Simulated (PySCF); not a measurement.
**[CoBr2]+: triplet, from a bent start**

The task is one start of a wider search on [CoBr2]+: the triplet, from a bent start. It is relaxed, tested by its Hessian and followed downhill if it is a saddle.

Computed with PySCF 2.14.0. Level: PBE0, basis Co def2-TZVP, Br def2-TZVP, no relativity, density fitting.

### Step 1. Where the work starts

3 atoms, charge 1, spin multiplicity 3.

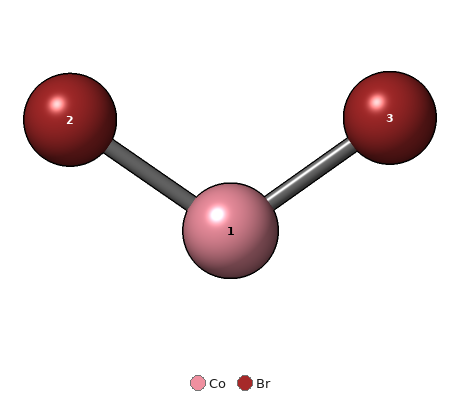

The starting geometry (cobalt pink, bromine red); atoms are numbered from 1 in the order of the file.

Coordinates in bohr (charge 1 multiplicity 3):
```
Co    0.0000    0.0000    0.0000
Br    3.4132    0.0000    2.3899
Br   -3.4132    0.0000    2.3899
```

### Step 2. The SCF at the typed geometry

The steps below are one call of a driver around PySCF. For each, scf.py gives the equivalent set-up of the SCF; relaxations use the driver's own optimiser. After this first run the driver tries any further starts and a stability analysis.

scf.py reads:

```python
from pyscf import gto, scf, dft
mol = gto.M(atom='''
Co     0.000000     0.000000     0.000000
Br     1.806200     0.000000     1.264700
Br    -1.806200     0.000000     1.264700''',
    basis={'Co': 'def2-TZVP', 'Br': 'def2-TZVP'},
    charge=1, spin=2)
mf = dft.UKS(mol, xc='PBE0')
mf.grids.atom_grid = (50, 194)
aux = {'Co': 'def2-universal-JKFIT', 'Br': 'def2-universal-JKFIT'}
mf = mf.density_fit(auxbasis=aux)
mf.conv_tol = 1e-08
mf.diis_space = 10
mf.max_cycle = 60
mf.init_guess = 'minao'
mf.verbose = 4
mf.kernel()
```

Command:

```sh
> OMP_NUM_THREADS=4 python axn.py task.json out
```

The log of the run, shortened:

```text
[... the frontier levels of the middle cycles are left out ...]
init E= -6527.37011144662
[... the frontier-level lines of each cycle are left out ...]
cycle= 1 E= -6511.81843828331  delta_E= 15.6  |g|=  5.7  |ddm|= 6.91
cycle= 2 E= -6454.43395258634  delta_E= 57.4  |g|= 13.8  |ddm|= 12.5
cycle= 3 E= -6500.76004385671  delta_E= -46.3  |g|= 10.2  |ddm|=  7.3
cycle= 4 E= -6508.03202621218  delta_E= -7.27  |g|= 8.93  |ddm|= 1.65
cycle= 5 E= -6517.63367898234  delta_E= -9.6  |g|= 7.06  |ddm|= 3.66
cycle= 6 E= -6518.4169446988  delta_E= -0.783  |g|= 6.62  |ddm|= 0.805
cycle= 7 E= -6519.9590495891  delta_E= -1.54  |g|= 6.26  |ddm|= 0.828
cycle= 8 E= -6523.92537156328  delta_E= -3.97  |g|= 4.66  |ddm|= 1.26
cycle= 9 E= -6529.54977698874  delta_E= -5.62  |g|= 0.922  |ddm|=  2.3
cycle= 10 E= -6529.64424541627  delta_E= -0.0945  |g|=    1  |ddm|= 1.11
cycle= 11 E= -6529.74461510002  delta_E= -0.1  |g|= 0.809  |ddm|= 0.159
cycle= 12 E= -6529.92713610384  delta_E= -0.183  |g|= 0.193  |ddm|= 0.248
cycle= 13 E= -6529.94339137935  delta_E= -0.0163  |g|= 0.0915  |ddm|= 0.182
cycle= 14 E= -6529.94739643984  delta_E= -0.00401  |g|= 0.0464  |ddm|= 0.0645
[... 46 cycles left out ...]
SCF not converged.
init E= -6527.37011144662
[... 20 cycles left out ...]
SCF not converged.
init E= -6529.97929763358
[... 7 cycles left out ...]
cycle= 8 E= -6529.98655624102  delta_E= -0.000419  |g|= 0.0063  |ddm|= 0.0348
cycle= 9 E= -6529.98698895265  delta_E= -0.000433  |g|= 0.0042  |ddm|= 0.0446
cycle= 10 E= -6529.98714964803  delta_E= -0.000161  |g|= 0.00319  |ddm|= 0.0211
cycle= 11 E= -6529.98742467192  delta_E= -0.000275  |g|= 0.00567  |ddm|= 0.055
cycle= 12 E= -6529.98749800409  delta_E= -7.33e-05  |g|= 0.00308  |ddm|= 0.0241
cycle= 13 E= -6529.98752548081  delta_E= -2.75e-05  |g|= 0.00151  |ddm|= 0.0151
cycle= 14 E= -6529.98753515075  delta_E= -9.67e-06  |g|= 0.000903  |ddm|= 0.00962
cycle= 15 E= -6529.98753778121  delta_E= -2.63e-06  |g|= 0.000465  |ddm|= 0.00431
cycle= 16 E= -6529.98753911489  delta_E= -1.33e-06  |g|= 0.00034  |ddm|= 0.00376
cycle= 17 E= -6529.98753943996  delta_E= -3.25e-07  |g|= 0.000166  |ddm|= 0.0014
cycle= 18 E= -6529.9875396086  delta_E= -1.69e-07  |g|= 0.000111  |ddm|= 0.00113
cycle= 19 E= -6529.98753967072  delta_E= -6.21e-08  |g|= 5.68e-05  |ddm|= 0.000656
cycle= 20 E= -6529.98753969635  delta_E= -2.56e-08  |g|= 4.67e-05  |ddm|= 0.000442
cycle= 21 E= -6529.98753970438  delta_E= -8.03e-09  |g|= 2.47e-05  |ddm|= 0.000208
Extra cycle  E= -6529.9875397056  delta_E= -1.23e-09  |g|= 7.85e-05  |ddm|= 0.000137
converged SCF energy = -6529.9875397056  <S^2> = 2.6792729  2S+1 = 3.4230237
```

This step, with its further starts and checks, ran for 56 s (4 threads of Arm Neoverse V1, shared host).

Energies from each starting density:

```tsv
start	energy (Eh)
the minimal-basis guess	-6529.987540
a thermally smeared density	-6529.987540
a smeared PBE density	-6529.988675
```

Where DIIS stalls, the driver goes on with a level shift of 0.3 Eh and then with a second-order solver.

This is not the lowest solution: one lies 3.0 kJ/mol lower, at -6529.98867 Eh, and the relaxation starts from that.

### Step 3. Bent start, triplet: relaxation

The program finds C2v symmetry in the start, which this walk keeps. Threshold on the gradient: 0.0003 Eh/bohr, with a further test on the energy change.

scf.py: that of step 2 with these lines changed.

```diff
@@ -3,3 +3,3 @@
-Co     0.000000     0.000000     0.000000
-Br     1.806200     0.000000     1.264700
-Br    -1.806200     0.000000     1.264700''',
+Co     0.000000     0.000000    -0.920866
+Br     1.806200     0.000000     0.343834
+Br    -1.806200     0.000000     0.343834''',
@@ -15 +14,0 @@
-mf.init_guess = 'minao'
```

Energy and gradient, step by step:

```tsv
step	energy (Eh)	change (kJ/mol)	largest symmetric gradient (Eh/bohr)
0	-6529.988675	0.00	0.01235
1	-6529.989498	-2.16	0.00872
2	-6529.991632	-7.76	0.01121
3	-6529.992416	-9.82	0.01135
4	-6529.994897	-16.34	0.00574
5	-6529.994995	-16.59	0.01174
6	-6529.995543	-18.03	0.00525
7	-6529.995899	-18.97	0.00075
8	-6529.995903	-18.98	0.00019
9	-6529.995903	-18.98	0.00000
```

The walk took 52 s.

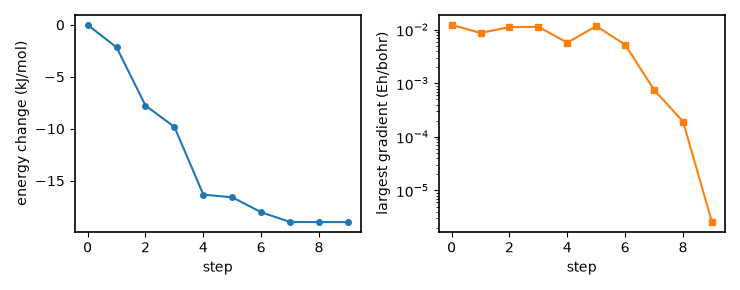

Energy and largest gradient along the walk.

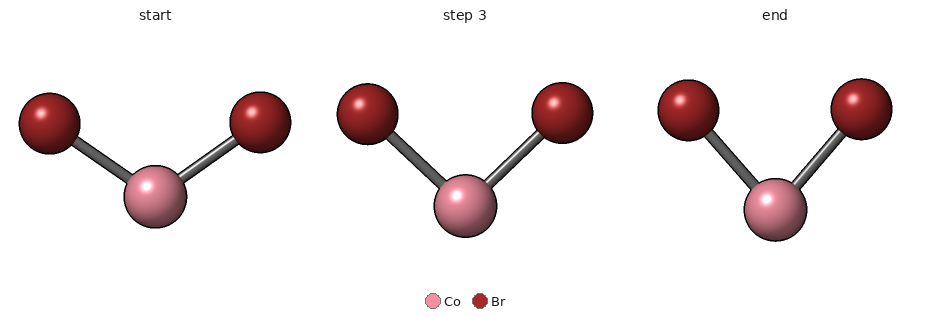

Start and end of the relaxation, with a step between.

After 9 steps and 19.0 kJ/mol it ends at C2v: Co–Br 2.268 Å (×2); Br–Co–Br 81.7°.

### Step 4. Frequencies

On the finer grid the gradient is checked again; gradients at displacements of ±0.02 bohr then give force constants and infrared intensities.

scf.py: that of step 3 with these lines changed.

```diff
@@ -3,3 +3,3 @@
-Co     0.000000     0.000000    -0.920866
-Br     1.806200     0.000000     0.343834
-Br    -1.806200     0.000000     0.343834''',
+Co     0.000000     0.000000    -1.246081
+Br     1.485670     0.000000     0.464925
+Br    -1.485670     0.000000     0.464925''',
@@ -9 +9 @@
-mf.grids.atom_grid = (50, 194)
+mf.grids.atom_grid = (75, 302)
@@ -12 +12 @@
-mf.conv_tol = 1e-08
+mf.conv_tol = 1e-10
```

The driver hands on the density of the step before, so the log starts near convergence.

SCF at the final geometry:

```text
init E= -6529.9955923149
[... the frontier-level lines of each cycle are left out ...]
cycle= 1 E= -6529.9955923141  delta_E= 8.03e-10  |g|= 5.57e-05  |ddm|= 4.42e-05
cycle= 2 E= -6529.99559230706  delta_E= 7.04e-09  |g|= 0.000171  |ddm|= 0.000117
cycle= 3 E= -6529.99559231498  delta_E= -7.92e-09  |g|= 1.15e-05  |ddm|= 8.25e-05
cycle= 4 E= -6529.99559231502  delta_E= -4.64e-11  |g|= 2.91e-07  |ddm|= 1.13e-05
Extra cycle  E= -6529.99559231503  delta_E= -9.09e-12  |g|= 3.67e-07  |ddm|= 1.04e-06
converged SCF energy = -6529.99559231503  <S^2> = 2.7923532  2S+1 = 3.4884685
```

The whole step took 95 s.

Geometry: C2v; Co–Br 2.266 Å (×2); Br–Co–Br 81.9°.

Harmonic modes (main isotopes):

```csv
symmetry,ω (cm⁻¹),IR (km/mol),μ (u)
a1,104,2.6,74.66
b2,269,2.5,66.80
a1,295,24.6,66.33
```

No imaginary mode, so this is a minimum.

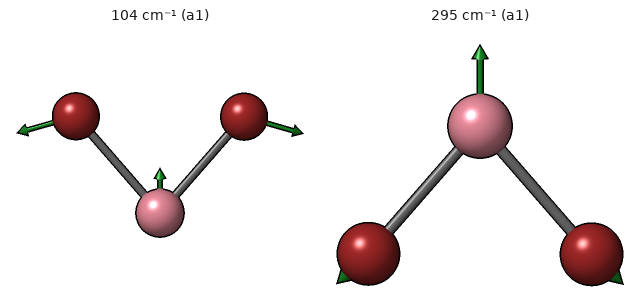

Displacements of 2 of the modes, as arrows (one member where a mode is degenerate).

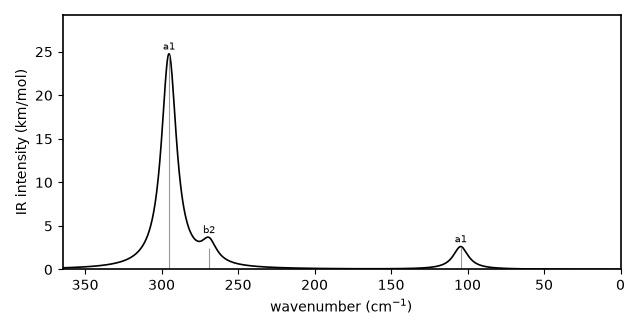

The harmonic infrared spectrum (widths in cm⁻¹). Lines are broadened to a width of 12 cm⁻¹ (Lorentzian).

Properties at this point:

* Dipole moment about the centre of mass: 4.94 D
* Highest occupied level: -13.85 eV
* Lowest empty level: -10.72 eV
* Rotational constants: 0.1342, 0.04839, 0.03556 cm⁻¹
* Zero-point energy: 4.0 kJ/mol
* Principal polarisabilities: 38.9, 55.5, 95.2 bohr³
* Principal traceless quadrupole moments about the centre of mass: -10.48, 0.80, 9.69 D Å
* Entropy at 298.15 K and 1 bar (electronic part: spin only): 324.7 J/(mol K)
* Heat capacity Cp at 298.15 K: 55.7 J/(mol K)
* Enthalpy at 298.15 K above 0 K: 14.15 kJ/mol
* Rotational symmetry number: 2
* Spin squared ⟨S²⟩: 2.792

Populations by atom (charges in e):

```tsv
atom	Mulliken	Löwdin	polar tensor	spin (Mulliken)	Mayer order to Co1
Co1	0.80	0.23	0.99	2.66	–
Br2,3	0.10	0.39	0.00	-0.33	1.03
```

Mulliken populations on Co1: s 6.44, p 12.36, d 7.40, f 0.00.

### Step 5. Summary of results

| quantity | value |
| --- | --- |
| minimum | broken-symmetry (Ms = 1), C2v |
| geometry | Co–Br 2.266 Å (×2); Br–Co–Br 81.9° |
| wavenumbers (cm⁻¹) | 104 (a1), 269 (b2), 295 (a1) |
| dipole moment (centre of mass) | 4.94 D |
| highest occupied, lowest empty level (either spin) | -13.85, -10.72 eV |
| polar-tensor charge of Co1 | +0.99 e |
| zero-point energy | 4.0 kJ/mol |
| entropy at 298.15 K | 324.7 J/(mol K) |
| ⟨S²⟩ | 2.792 |

What this shows: The bent start keeps its C2v symmetry and ends in a minimum. The determinant is spin-contaminated (⟨S²⟩ = 2.79 against 2.00), so it is no pure spin state. In the infrared the band at 295 cm⁻¹ (a1) leads. The first SCF alone would have been 3 kJ/mol too high. Only this shape and spin were tried, so other structures or states may lie lower. Open d and f shells are described by one determinant, and the ground state may have another occupation or spin.

The search up to here took 3.4 min.
